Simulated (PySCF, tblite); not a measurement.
# C₇H₁₅B: geometry, infrared bands, NMR shifts, electronic excitations and core binding energies, part 2 of 2

tblite 0.8.0 and PySCF 2.14.0. Atoms count from 0. Earlier steps stand in the parts before.

## (6) TDDFT and polarisability: wB97X-D/def2-SVPD

The job: settings as JSON, then the geometry in Å.

```
{"job": {"kind": "uv", "xc": "wB97X-D", "basis": "def2-SVPD", "ip": true}, "charge": 0, "multiplicity": 1}
C     -0.108349    -2.203134    -0.987121
C     -0.196366    -1.000894    -0.048087
B     -1.654995    -0.497289     0.232509
C     -1.928660     0.983058     0.651211
C     -0.818260     1.963364     0.277010
C      0.565271     1.363171     0.491682
C      0.826009     0.112314    -0.351000
C      2.269094    -0.351855    -0.185385
H      0.883476    -2.680837    -0.976544
H     -0.312258    -1.901621    -2.027868
H     -0.849613    -2.970637    -0.718860
H      0.031505    -1.371049     0.984721
H     -2.561662    -1.308441     0.246120
H     -2.014836     0.909850     1.758398
H     -2.927058     1.327899     0.333498
H     -0.912861     2.906348     0.840847
H     -0.920545     2.239622    -0.787730
H      0.697005     1.107566     1.561133
H      1.338633     2.116407     0.265697
H      0.684547     0.400205    -1.411827
H      2.458926    -0.665023     0.855418
H      2.977322     0.457951    -0.421917
H      2.511870    -1.202454    -0.838825
```

Level: TDDFT wB97X-D/def2-SVPD, vertical, gas phase, core orbitals frozen in the response.

What it wrote:

```text
coarse grid: 17992 points
cycle   1  E = -300.2532840372  dE =  9.777e-01  |g| = 3.196e-01  |ddm| = 7.342e+00
cycle   2  E = -300.2737474973  dE = -2.046e-02  |g| = 2.144e-01  |ddm| = 1.144e+00
cycle   3  E = -300.2854827278  dE = -1.174e-02  |g| = 3.659e-02  |ddm| = 4.653e-01
cycle   4  E = -300.2858747757  dE = -3.920e-04  |g| = 1.261e-02  |ddm| = 1.238e-01
cycle   5  E = -300.2859147595  dE = -3.998e-05  |g| = 2.197e-03  |ddm| = 3.319e-02
cycle   6  E = -300.2859163538  dE = -1.594e-06  |g| = 4.816e-04  |ddm| = 9.330e-03
final grid: 170248 points
cycle   7  E = -300.3366299400  dE = -1.426e-04  |g| = 4.420e-03  |ddm| = 2.837e-01
cycle   8  E = -300.3366340335  dE = -4.094e-06  |g| = 3.256e-03  |ddm| = 3.251e-02
cycle   9  E = -300.3366366394  dE = -2.606e-06  |g| = 4.309e-04  |ddm| = 7.869e-03
cycle  10  E = -300.3366367179  dE = -7.852e-08  |g| = 1.794e-04  |ddm| = 3.139e-03
cycle  11  E = -300.3366367266  dE = -8.713e-09  |g| = 3.432e-05  |ddm| = 4.655e-04
cycle  12  E = -300.3366367273  dE = -6.618e-10  |g| = 8.513e-06  |ddm| = 2.147e-04
converged SCF energy = -300.3366367273

Static polarisability (au): isotropic 94.869, principal 80.893 100.027 103.688

Singlet excitations
state   eV       nm        f      main configurations
  1   5.6670    218.8   0.00124   H->L 0.90
  2   5.9780    207.4   0.00276   H-1->L 0.85
  3   7.5556    164.1   0.02622   H-2->L 0.64, H-3->L 0.17, H-4->L 0.12
  4   7.7553    159.9   0.00072   H-4->L 0.37, H-2->L 0.28, H-3->L 0.14
  5   7.8935    157.1   0.02117   H->L+1 0.55, H-4->L 0.13, H-3->L 0.12
  6   7.9173    156.6   0.01519   H-3->L 0.52, H->L+1 0.23, H-4->L 0.13
  7   8.1884    151.4   0.02489   H-1->L+1 0.72
  8   8.2300    150.6   0.00275   H-5->L 0.69
  9   8.5355    145.3   0.00358   H->L+4 0.84
 10   8.6038    144.1   0.00283   H->L+2 0.51, H->L+3 0.19

Triplet excitations (Tamm-Dancoff, eV): 5.2288 5.5621 7.2706 7.5896
Vertical ionisation energy (delta-SCF) = 9.6781 eV
```

Wall time 12 min (1 thread of Intel Xeon at 2.70GHz, shared host); peak memory 1.4 GiB.

Frontier orbitals and where they lie:

```
orbital      eV                       atoms
 HOMO−3  -11.08   C4 22 %, C5 15 %, C3 11 %
 HOMO−2  -10.74  C6 24 %, H19 14 %, C5 14 %
 HOMO−1   -9.90  B2 16 %, C1 13 %, H12 12 %
   HOMO   -9.59   C1 20 %, B2 18 %, C3 12 %
   LUMO    1.15   B2 44 %, C3 12 %, C1 11 %
 LUMO+1    2.18   B2 51 %, H12 6 %, H14 6 %
 LUMO+2    2.75  C7 23 %, H22 10 %, H21 9 %
```

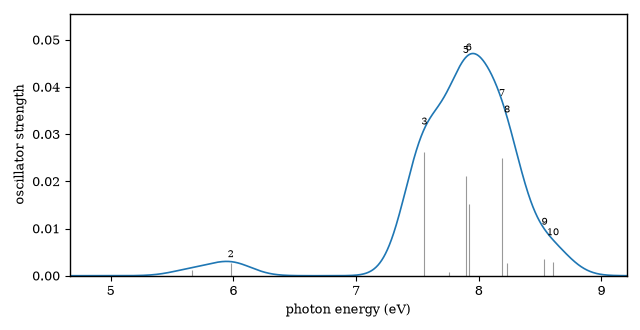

Absorption spectrum from the 10 singlet states computed; above the last one it falls off for lack of states. Lines are broadened to a width of 0.40 eV (Gaussian).

Ground-state properties from the same run:

```
           property  computed
  dipole moment (D)      0.47
polarisability (Å³)     14.06
 HOMO–LUMO gap (eV)     10.74
      −ε(HOMO) (eV)      9.59
```

## (7) NMR shieldings: wB97X-D/pcSseg-1

Settings changed since step 6:

```diff
@@ -1,2 +1,2 @@
-{"job": {"kind": "uv", "xc": "wB97X-D", "basis": "def2-SVPD", "ip": true}, "charge": 0, "multiplicity": 1}
+{"job": {"kind": "nmr", "xc": "wB97X-D", "basis": "pcSseg-1", "pop": false}, "charge": 0, "multiplicity": 1}
 C     -0.108349    -2.203134    -0.987121
```

Level: GIAO wB97X-D/pcSseg-1 NMR shielding, non-relativistic, gas phase.

What it wrote:

```text
coarse grid: 17992 points
cycle   1  E = -300.4109380135  dE =  1.053e+00  |g| = 3.231e-01  |ddm| = 3.993e+00
cycle   2  E = -300.4315185622  dE = -2.058e-02  |g| = 2.198e-01  |ddm| = 4.959e-01
cycle   3  E = -300.4436288127  dE = -1.211e-02  |g| = 3.575e-02  |ddm| = 2.117e-01
cycle   4  E = -300.4439973160  dE = -3.685e-04  |g| = 1.192e-02  |ddm| = 5.391e-02
cycle   5  E = -300.4440314724  dE = -3.416e-05  |g| = 2.256e-03  |ddm| = 1.276e-02
cycle   6  E = -300.4440330446  dE = -1.572e-06  |g| = 4.661e-04  |ddm| = 3.723e-03
final grid: 170248 points
cycle   7  E = -300.4955413573  dE = -2.893e-04  |g| = 5.089e-03  |ddm| = 5.608e-02
cycle   8  E = -300.4955472435  dE = -5.886e-06  |g| = 3.734e-03  |ddm| = 1.278e-02
cycle   9  E = -300.4955505388  dE = -3.295e-06  |g| = 5.283e-04  |ddm| = 3.256e-03
cycle  10  E = -300.4955506630  dE = -1.242e-07  |g| = 1.923e-04  |ddm| = 1.563e-03
cycle  11  E = -300.4955506728  dE = -9.797e-09  |g| = 4.778e-05  |ddm| = 2.525e-04
cycle  12  E = -300.4955506739  dE = -1.022e-09  |g| = 8.163e-06  |ddm| = 1.225e-04
cycle  13  E = -300.4955506739  dE = -4.820e-11  |g| = 3.642e-06  |ddm| = 2.420e-05
converged SCF energy = -300.4955506739

GIAO shielding tensors (ppm)
atom      isotropic    diamagn.    paramagn.     s11        s22        s33       span
  0 C      167.116     244.117     -77.001    150.508    167.244    183.596     33.088
  1 C      141.407     251.390    -109.983    111.473    140.217    172.532     61.060
  2 B       18.068     189.556    -171.488    -56.028     -1.922    112.155    168.183
  3 C      156.967     252.037     -95.069    133.901    157.874    179.128     45.227
  4 C      159.824     245.595     -85.772    152.784    155.408    171.279     18.495
  5 C      146.623     248.319    -101.696    137.812    140.508    161.550     23.738
  6 C      146.941     246.162     -99.220    135.414    148.821    156.589     21.175
  7 C      161.069     246.302     -85.233    143.772    154.853    184.580     40.808
  8 H       29.859      29.857       0.001     24.289     30.008     35.280     10.991
  9 H       30.574      29.690       0.883     26.524     28.472     36.725     10.201
 10 H       29.875      28.708       1.167     25.584     27.179     36.862     11.278
 11 H       31.444      33.091      -1.647     26.750     32.340     35.244      8.494
 12 H       24.225      30.328      -6.103     20.015     25.729     26.930      6.915
 13 H       30.645      29.830       0.815     26.319     28.871     36.743     10.424
 14 H       29.518      29.071       0.447     24.786     27.763     36.005     11.219
 15 H       29.704      29.233       0.471     24.240     28.131     36.741     12.501
 16 H       30.092      30.922      -0.830     26.043     28.755     35.478      9.436
 17 H       30.466      32.813      -2.347     26.586     30.258     34.553      7.967
 18 H       29.846      31.929      -2.083     24.583     29.748     35.207     10.624
 19 H       30.316      33.830      -3.514     27.528     29.409     34.012      6.484
 20 H       30.891      30.650       0.242     27.768     28.436     36.470      8.702
 21 H       30.372      29.755       0.617     26.036     28.121     36.958     10.922
 22 H       29.738      30.421      -0.682     24.210     29.258     35.747     11.537
```

It took 67 s on 1 thread of Intel Xeon at 2.70GHz, shared host; peak memory 1.1 GiB.

In short: δ C1 43.1, C5 37.9, C6 37.6, C3 27.6, H12 7.16, H14 1.86 ppm.

## (8) Core holes by ΔSCF: SCAN, X2C

Settings changed since step 7:

```diff
@@ -1,2 +1,2 @@
-{"job": {"kind": "nmr", "xc": "wB97X-D", "basis": "pcSseg-1", "pop": false}, "charge": 0, "multiplicity": 1}
+{"job": {"kind": "xps"}, "charge": 0, "multiplicity": 1}
 C     -0.108349    -2.203134    -0.987121
```

With the program's defaults for keys left out, this is: delta-SCF UKS SCAN, pcX-2 on the ionised atom, pcseg-1 elsewhere, spin-free X2C.

What it wrote:

```text
ground state, core basis on atom 0 (C), 218 functions
  cycle   1  E = -300.40450118  |g| = 6.62e-01
  cycle   2  E = -300.29456510  |g| = 9.12e-01
  cycle   3  E = -300.52808475  |g| = 8.55e-02
  cycle   4  E = -300.52964604  |g| = 3.74e-02
  cycle   5  E = -300.52998272  |g| = 9.55e-03
  cycle   6  E = -300.53000427  |g| = 1.97e-03
  cycle   7  E = -300.53000488  |g| = 9.35e-04
  cycle   8  E = -300.53000680  |g| = 1.58e-04
  E(ground) = -300.54786117 Eh
hole in C 1s of atom 0
  cycle   1  E = -289.29938723  |g| = 1.51e+00
  cycle   2  E = -288.65295241  |g| = 1.80e+00
  cycle   3  E = -289.81766644  |g| = 3.30e-01
  cycle   4  E = -289.85496805  |g| = 1.27e-01
  cycle   5  E = -289.86233672  |g| = 4.35e-02
  cycle   6  E = -289.86320036  |g| = 7.02e-03
  cycle   7  E = -289.86322337  |g| = 4.92e-03
  cycle   8  E = -289.86323761  |g| = 1.46e-03
  cycle   9  E = -289.86323811  |g| = 9.01e-04
  cycle  10  E = -289.86324038  |g| = 3.19e-04
  E(ion) = -289.88026021 Eh   <S^2> = 0.7685   hole on atom = 1.000   binding energy = 290.280 eV
ground state, core basis on atom 1 (C), 218 functions
  cycle   1  E = -300.53046485  |g| = 5.95e-02
  cycle   2  E = -300.53040639  |g| = 2.61e-02
  cycle   3  E = -300.53046980  |g| = 2.06e-02
  cycle   4  E = -300.53057464  |g| = 1.70e-03
  cycle   5  E = -300.53057549  |g| = 3.04e-04
  E(ground) = -300.54846107 Eh
hole in C 1s of atom 1
  cycle   1  E = -289.30326487  |g| = 1.52e+00
  cycle   2  E = -288.39782879  |g| = 1.98e+00
  cycle   3  E = -289.82695554  |g| = 3.59e-01
  cycle   4  E = -289.87739155  |g| = 1.08e-01
  cycle   5  E = -289.88216512  |g| = 4.43e-02
  cycle   6  E = -289.88307901  |g| = 7.74e-03
  cycle   7  E = -289.88311284  |g| = 4.31e-03
  cycle   8  E = -289.88312377  |g| = 1.79e-03
  cycle   9  E = -289.88312550  |g| = 8.52e-04
  cycle  10  E = -289.88312700  |g| = 2.57e-04
  E(ion) = -289.89947588 Eh   <S^2> = 0.7694   hole on atom = 1.000   binding energy = 289.774 eV
ground state, core basis on atom 2 (B), 218 functions
  cycle   1  E = -300.52231353  |g| = 4.67e-02
  cycle   2  E = -300.52226327  |g| = 2.33e-02
  cycle   3  E = -300.52234537  |g| = 1.60e-02
  cycle   4  E = -300.52241816  |g| = 2.09e-03
  cycle   5  E = -300.52241818  |g| = 3.36e-04
  E(ground) = -300.54184106 Eh
hole in B 1s of atom 2
  cycle   1  E = -292.92755991  |g| = 1.17e+00
  cycle   2  E = -290.73276485  |g| = 2.08e+00
  cycle   3  E = -293.18153145  |g| = 5.06e-01
  cycle   4  E = -293.32256077  |g| = 2.04e-01
  cycle   5  E = -293.34155521  |g| = 8.36e-02
  cycle   6  E = -293.34515739  |g| = 2.58e-02
  cycle   7  E = -293.34549685  |g| = 1.24e-02
  cycle   8  E = -293.34559451  |g| = 5.59e-03
  cycle   9  E = -293.34561894  |g| = 2.51e-03
  cycle  10  E = -293.34562565  |g| = 1.24e-03
  cycle  11  E = -293.34562856  |g| = 3.39e-04
  E(ion) = -293.36550645 Eh   <S^2> = 0.7974   hole on atom = 1.000   binding energy = 195.278 eV
ground state, core basis on atom 3 (C), 218 functions
  cycle   1  E = -300.52982718  |g| = 5.67e-02
  cycle   2  E = -300.52980778  |g| = 1.55e-02
  cycle   3  E = -300.52979072  |g| = 1.74e-02
  cycle   4  E = -300.52986845  |g| = 1.05e-03
  cycle   5  E = -300.52986864  |g| = 2.78e-04
  E(ground) = -300.54828280 Eh
hole in C 1s of atom 3
  cycle   1  E = -289.30988518  |g| = 1.51e+00
  cycle   2  E = -288.64268944  |g| = 1.82e+00
  cycle   3  E = -289.83322342  |g| = 3.32e-01
  cycle   4  E = -289.87384642  |g| = 1.07e-01
  cycle   5  E = -289.87880620  |g| = 4.58e-02
  cycle   6  E = -289.87981938  |g| = 9.84e-03
  cycle   7  E = -289.87986193  |g| = 5.40e-03
  cycle   8  E = -289.87987852  |g| = 1.51e-03
  cycle   9  E = -289.87988085  |g| = 6.99e-04
  cycle  10  E = -289.87988112  |g| = 3.06e-04
  E(ion) = -289.89676945 Eh   <S^2> = 0.7674   hole on atom = 1.000   binding energy = 289.842 eV
ground state, core basis on atom 4 (C), 218 functions
  cycle   1  E = -300.53087280  |g| = 5.81e-02
  cycle   2  E = -300.53082657  |g| = 2.25e-02
  cycle   3  E = -300.53084924  |g| = 2.02e-02
  cycle   4  E = -300.53095073  |g| = 1.27e-03
  cycle   5  E = -300.53095033  |g| = 2.40e-04
  E(ground) = -300.54895866 Eh
hole in C 1s of atom 4
  cycle   1  E = -289.29372962  |g| = 1.51e+00
  cycle   2  E = -288.51317658  |g| = 1.90e+00
  cycle   3  E = -289.81662534  |g| = 3.39e-01
  cycle   4  E = -289.85972584  |g| = 1.02e-01
  cycle   5  E = -289.86359802  |g| = 4.73e-02
  cycle   6  E = -289.86467401  |g| = 8.74e-03
  cycle   7  E = -289.86471453  |g| = 4.47e-03
  cycle   8  E = -289.86472475  |g| = 1.78e-03
  cycle   9  E = -289.86472849  |g| = 8.66e-04
  cycle  10  E = -289.86472920  |g| = 3.33e-04
  E(ion) = -289.88165000 Eh   <S^2> = 0.7692   hole on atom = 1.000   binding energy = 290.272 eV
ground state, core basis on atom 5 (C), 218 functions
  cycle   1  E = -300.53096192  |g| = 5.85e-02
  cycle   2  E = -300.53091514  |g| = 2.39e-02
  cycle   3  E = -300.53094940  |g| = 2.05e-02
  cycle   4  E = -300.53105044  |g| = 1.33e-03
  cycle   5  E = -300.53105052  |g| = 2.54e-04
  E(ground) = -300.54871501 Eh
hole in C 1s of atom 5
  cycle   1  E = -289.29573139  |g| = 1.52e+00
  cycle   2  E = -288.49889725  |g| = 1.92e+00
  cycle   3  E = -289.81887548  |g| = 3.45e-01
  cycle   4  E = -289.86320810  |g| = 1.08e-01
  cycle   5  E = -289.86789101  |g| = 4.38e-02
  cycle   6  E = -289.86876411  |g| = 7.19e-03
  cycle   7  E = -289.86878946  |g| = 4.44e-03
  cycle   8  E = -289.86880113  |g| = 1.48e-03
  cycle   9  E = -289.86880335  |g| = 7.34e-04
  cycle  10  E = -289.86880410  |g| = 2.60e-04
  E(ion) = -289.88559234 Eh   <S^2> = 0.7688   hole on atom = 1.000   binding energy = 290.158 eV
ground state, core basis on atom 6 (C), 218 functions
  cycle   1  E = -300.53115192  |g| = 5.90e-02
  cycle   2  E = -300.53110125  |g| = 2.42e-02
  cycle   3  E = -300.53114397  |g| = 2.04e-02
  cycle   4  E = -300.53124343  |g| = 1.26e-03
  cycle   5  E = -300.53124521  |g| = 2.86e-04
  E(ground) = -300.54908396 Eh
hole in C 1s of atom 6
  cycle   1  E = -289.28666728  |g| = 1.52e+00
  cycle   2  E = -288.27617356  |g| = 2.07e+00
  cycle   3  E = -289.81143319  |g| = 3.61e-01
  cycle   4  E = -289.86224816  |g| = 1.03e-01
  cycle   5  E = -289.86622339  |g| = 4.40e-02
  cycle   6  E = -289.86710022  |g| = 8.42e-03
  cycle   7  E = -289.86714196  |g| = 3.81e-03
  cycle   8  E = -289.86715178  |g| = 1.76e-03
  cycle   9  E = -289.86715424  |g| = 9.88e-04
  cycle  10  E = -289.86715579  |g| = 3.10e-04
  E(ion) = -289.88388154 Eh   <S^2> = 0.7706   hole on atom = 1.000   binding energy = 290.215 eV
ground state, core basis on atom 7 (C), 218 functions
  cycle   1  E = -300.52995980  |g| = 5.79e-02
  cycle   2  E = -300.52991124  |g| = 2.25e-02
  cycle   3  E = -300.52993607  |g| = 2.02e-02
  cycle   4  E = -300.53003439  |g| = 1.41e-03
  cycle   5  E = -300.53003438  |g| = 1.66e-04
  E(ground) = -300.54782826 Eh
hole in C 1s of atom 7
  cycle   1  E = -289.30152589  |g| = 1.51e+00
  cycle   2  E = -288.65212615  |g| = 1.80e+00
  cycle   3  E = -289.81898501  |g| = 3.32e-01
  cycle   4  E = -289.85677164  |g| = 1.29e-01
  cycle   5  E = -289.86457163  |g| = 4.19e-02
  cycle   6  E = -289.86535005  |g| = 6.10e-03
  cycle   7  E = -289.86536559  |g| = 4.63e-03
  cycle   8  E = -289.86537764  |g| = 1.30e-03
  cycle   9  E = -289.86538002  |g| = 7.86e-04
  cycle  10  E = -289.86537990  |g| = 3.31e-04
  E(ion) = -289.88220508 Eh   <S^2> = 0.7679   hole on atom = 1.000   binding energy = 290.226 eV
```

Run time: 4.9 min. Hardware: 1 thread of Intel Xeon at 2.70GHz, shared host; peak memory 0.66 GiB.

The holes in one table. −ε is the ground-state orbital energy:

```
     hole  stands for                                   environment  ΔSCF (eV)  −ε (eV)   ⟨S²⟩
C1s on C0          C0                                 methyl carbon     290.28    273.2  0.768
C1s on C1          C1                            sp3 CH bonded to B     289.77    273.2  0.769
B1s on B2          B2  boron bonded to 2 C, H, in a 6-membered ring     195.28    179.8  0.797
C1s on C3          C3                           sp3 CH2 bonded to B     289.84    273.0  0.767
C1s on C4          C4                             sp3 CH2 in a ring     290.27    273.4  0.769
C1s on C5          C5                             sp3 CH2 in a ring     290.16    273.4  0.769
C1s on C6          C6                              sp3 CH in a ring     290.21    273.6  0.771
C1s on C7          C7                                 methyl carbon     290.23    273.2  0.768
```

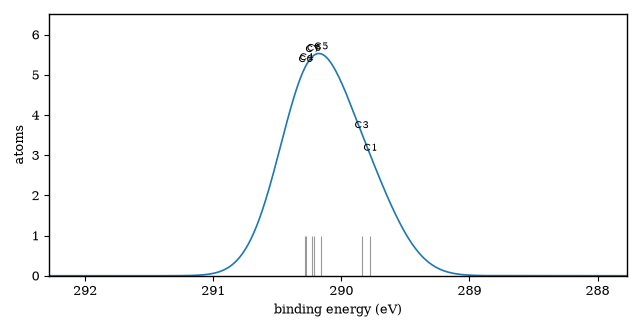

The C1s photoelectron lines, weighted by the number of atoms. Lines are broadened to a width of 0.60 eV (Gaussian).

## (9) Side by side: NMR shifts

Shifts (ppm) of some atoms, chosen among heavy atoms and hydrogens apart, with basis size and wall time:

```
             run    C1    C6    C3    C4   H12   H14    B2  functions  time
   PBE0/pcSseg-1  45.3  38.5  29.7  25.5  7.40  2.00  87.4        211  55 s
wB97X-D/pcSseg-1  43.1  37.6  27.6  24.7  7.16  1.86  83.5        211  67 s
```

## (10) Summary of results

The summary covers parts 1 to 2.

| quantity | value |
| --- | --- |
| strongest single infrared mode (GFN2-xTB) | 2615 cm⁻¹, 161 km/mol |
| zero-point energy (GFN2-xTB) | 129.3 kcal/mol |
| point group | C1 |
| rotational constants (main isotopes) | 2.65, 1.85, 1.18 GHz |
| 13C shifts against TMS (PBE0/pcSseg-1) | 45.3, 38.6, 38.5, 29.7, 25.5, 23.3, 17.4 ppm |
| 1H shifts against TMS (PBE0/pcSseg-1, means over atoms taken as alike) | 7.40, 2.00, 1.74, 1.59, 1.37, 1.29, 1.15, 1.04, 0.97, 0.83, 0.02 ppm |
| 11B shifts against BF3·OEt2 (PBE0/pcSseg-1) | 87.4 ppm |
| lowest singlet (wB97X-D/def2-SVPD) | 5.67 eV (219 nm), f = 0.001 |
| brightest single state of those computed | state 3, 7.56 eV, f = 0.026 |
| lowest triplet | 5.23 eV |
| vertical ionisation energy (ΔSCF) | 9.68 eV |
| C1s binding energies, SCAN/pcX-2 | C0 290.28, C4 290.27, C7 290.23, C6 290.21, C5 290.16, C3 289.84, C1 289.77 eV |
| B1s binding energies, SCAN/pcX-2 | B2 195.28 eV |
| range of the shift of B2 | 83.5 to 87.4 ppm |

The optimisation took 100 steps and gained 0.242 eV; among the close pairs (by a distance rule), C0–H10 changed most, from 1.119 to 1.088 Å (GFN2-xTB). No mode is imaginary among the 63: a minimum at this level. The strongest single mode, at 2615 cm⁻¹, moves mainly H12. Unscaled tight-binding wavenumbers are off by several per cent, some by more. Its intensities can rank the bands wrongly. Relaxing lowered the energy by 0.225 eV in 8 steps; the close pair that moved most is B2–H12, from 1.171 to 1.217 Å (PBE0/def2-SVP). At PBE0/pcSseg-1: The widest tensor belongs to B2: span 175 ppm, with a paramagnetic part of -176 ppm. The first singlet state (HOMO→LUMO 0.90) lies at 5.67 eV and is weak; of the 10 states computed, the strongest absorption comes from states 5 to 6 together at 7.89 eV. The lowest triplet lies 0.44 eV below the lowest singlet (triplets in Tamm-Dancoff, singlets in full TDDFT). The orbital energy would give 9.59 eV for ionisation, ΔSCF gives 9.68 eV. The C1s levels kept as sound span 0.51 eV, from C1 (sp3 CH bonded to B) up to C0 (methyl carbon). Across the 2 runs the shift of B2 moves most, between 83.5 (wB97X-D/pcSseg-1) and 87.4 ppm (PBE0/pcSseg-1).
